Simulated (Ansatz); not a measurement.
# BF2H: the cost of one run

Computed with Ansatz 0.2.0, Gaussian basis. Level: PBE0-D4/def2-TZVP structures, single points in def2-TZVPP, no counterpoise correction.

Levels: SPW92, PBE-D4, BLYP-D4, r2SCAN-D4, B97M-V, PBE0-D4, B3LYP-D4, r2SCAN0-D4, BHLYP-D4, CAM-B3LYP-D4, wB97X-V, wB97M-V, B2PLYP, PBE-QIDH, RPA on PBE, Hartree-Fock, MP2, CCSD, CCSD(T).

Correlated methods freeze the cores. B3LYP uses VWN-RPA correlation. B2PLYP carries no dispersion term here.

79 further runs of the same task are left out: 1 that didn't finish, 78 set aside as unsound or not needed.

## Step 1: The starting structure

The complex: 7 atoms, charge 0, spin multiplicity 1.

Atoms are counted from 1 here; the program's logs count them from 0.

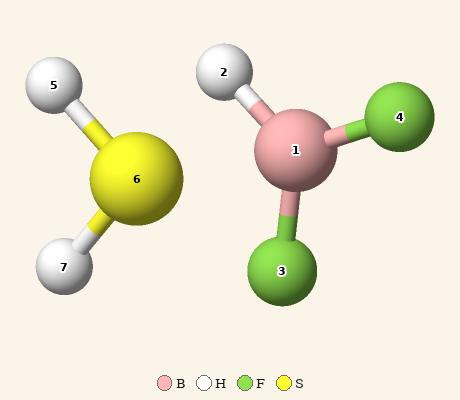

The starting geometry (boron pink, hydrogen white, fluorine green, sulfur yellow); atoms are numbered from 1 in the order of the file.

As a file:

```
B    -0.3444   -1.2340   -0.2055
H     0.8241   -1.4188   -0.0623
F    -0.8336   -0.8931   -1.3843
F    -1.1996   -1.5356    0.7509
H     1.2953    1.5227    0.9340
S    -0.0061    1.5995    0.6158
H     0.2644    1.9592   -0.6485
```

Its parts: BHF2 holds atoms 1, 2, 3, 4; H2S holds atoms 5, 6, 7. Each part counts its atoms afresh in its own runs.

## Step 2: Relaxing BHF2 alone

Input file relax-a/in.yaml:

```yaml
crystal:
  periodic: [false, false, false]
  atoms:
    - {symbol: B, position_ang: [-0.344449, -1.233982, -0.205526]}
    - {symbol: H, position_ang: [0.824081, -1.418811, -0.062271]}
    - {symbol: F, position_ang: [-0.833564, -0.893129, -1.384329]}
    - {symbol: F, position_ang: [-1.199594, -1.535628, 0.750921]}
basis:
  gaussian: {orbitals: def2-TZVP}
hamiltonian: {xc: pbe0, dispersion: d4}
relax: {f_tol: 0.005, max_steps: 200}
```

The run is started by

```console
$ ansatz run in.yaml --threads 2 --pin off --events-out ev --progress --plain --max-ram 4352MiB
```

**Question.** How long does this run take on 2 threads of AMD EPYC 7R43, shared host?

About 5.5 s.
